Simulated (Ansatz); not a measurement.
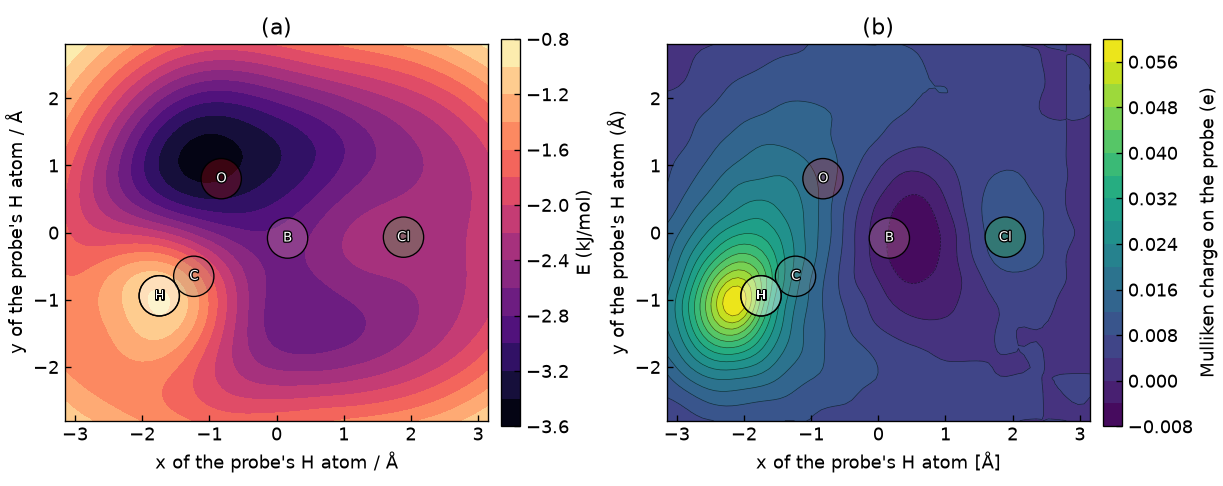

CH₂BClO (SMILES ClB1CO1) with the probe H2. 
- The probe is moved over a plane parallel to the molecule's main plane, 3.02 Å above it.
- Coordinates scanned: (1) x of the probe's H atom; (2) y of the probe's H atom.
- Nothing is relaxed (molecule and probe rigid, the probe upright with H nearest the plane).
- Grid: 19 × 17 points.
- Points are written as (first, second).
- Energies: kJ/mol, counted from molecule and probe far apart, each relaxed in its own basis (no counterpoise correction).
- Level of theory: Ansatz, RKS PBE0-D4/def2-SVPD.

Panel (a) is the energy and panel (b) the computed Mulliken charge on the probe on the same grid.

Drawn: filled contours, labelled circles for the molecule's atoms, projected on the plane. Between grid points the surface is interpolated.

### How does the Mulliken charge on the probe vary over the map, and what is it at the lowest grid point?

Leaving out the highest fifth of the energies, it runs from −0.01 e at (0.35 Å, −0.35 Å) to 0.04 e at (−1.75 Å, −0.35 Å). At the lowest grid point, (−1.05 Å, 1.05 Å), it is 0.02 e.
